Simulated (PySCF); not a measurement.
# C4H15NO2Si2: what the fields show

```xyz
24

C    -2.3437    0.9417   -0.3510
C    -1.2664    0.0464    0.2624
C    -1.4961   -1.4032   -0.1924
O    -0.8242   -2.3584    0.5857
Si    0.5101    0.6730   -0.1609
C     0.6273    2.4790    0.4469
O     0.7051    0.6349   -1.7943
Si    2.2912   -0.6008    0.5649
N     2.0562   -2.1594   -0.1634
H    -3.3379    0.5962   -0.0695
H    -2.2349    1.9686   -0.0113
H    -2.2821    0.9285   -1.4386
H    -1.4029    0.0544    1.3479
H    -2.5594   -1.6498   -0.0919
H    -1.2292   -1.5043   -1.2553
H     0.1277   -2.3167    0.4040
H     0.3898    2.5658    1.5014
H     1.6345    2.8598    0.3085
H    -0.0433    3.1400   -0.0955
H     0.1548    1.1506   -2.3805
H     2.3150   -0.9160    1.9973
H     3.6044    0.0035    0.2628
H     1.9439   -2.1908   -1.1655
H     2.6484   -2.9234    0.1244
```

Geometry: GFN2-xTB.

These are results of PBE0/pcSseg-1, SCF density, gas phase, non-relativistic (PySCF 2.14.0), not measurements.

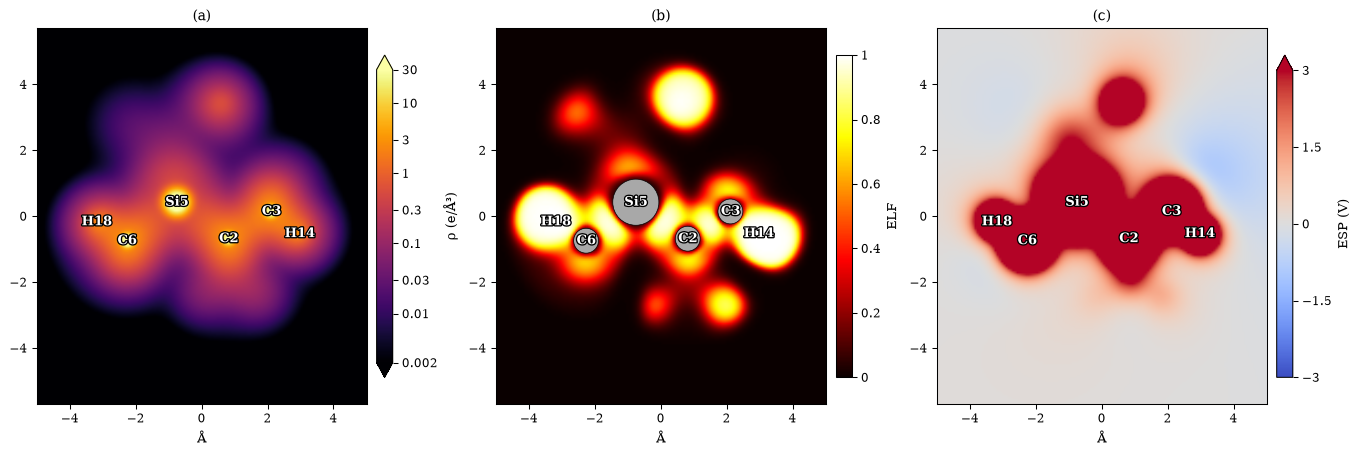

Figure 1. (a) electron density; (b) electron localisation function; (c) electrostatic potential on the plane of atoms Si5, C6 and H18. Grey discs cover the atomic cores in the ELF map.

### Read the bonding off the picture.

- Atoms in the plane: C, Si and H.
- C–C (1.54 Å): ρ is about 1.6 e/Å³ halfway; the ELF peaks at about 0.95 between the atoms (a shared electron pair).
- C–Si (1.91 Å): ρ is about 0.91 e/Å³ halfway; the ELF peaks at about 0.95 between the atoms, as expected for localised, covalent bonding.
- Outside the dense part of the molecule the potential is most negative (−0.9 V) near C3.

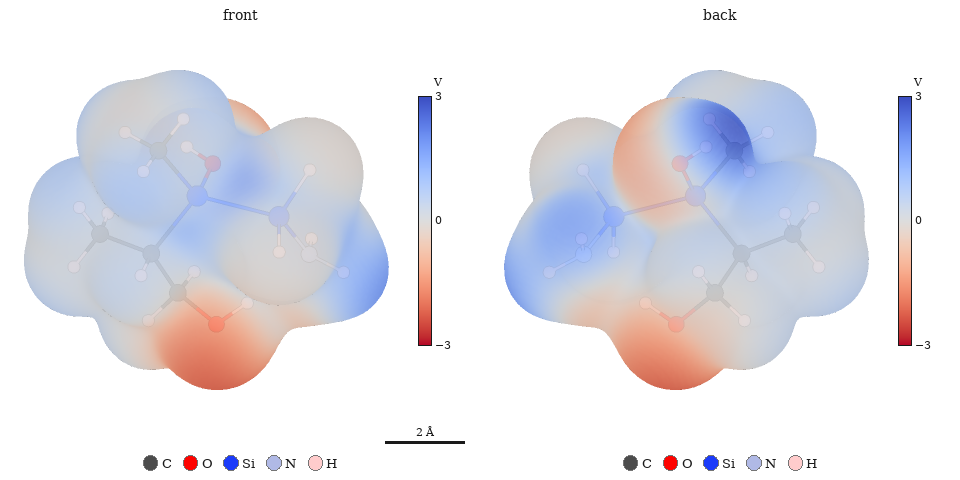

Figure 2. The molecular electrostatic potential painted on the density surface at 0.002 e/bohr³, seen from the front and from behind; red is negative and blue positive.

### Describe the electrostatic potential map.

The most negative region (about −2.1 V) lies over O4, the most positive (about +2.5 V) over H20. O4 is the likeliest acceptor of a hydrogen bond.

### What dipole moment does the calculation give?

Its dipole moment is 2.54 D.
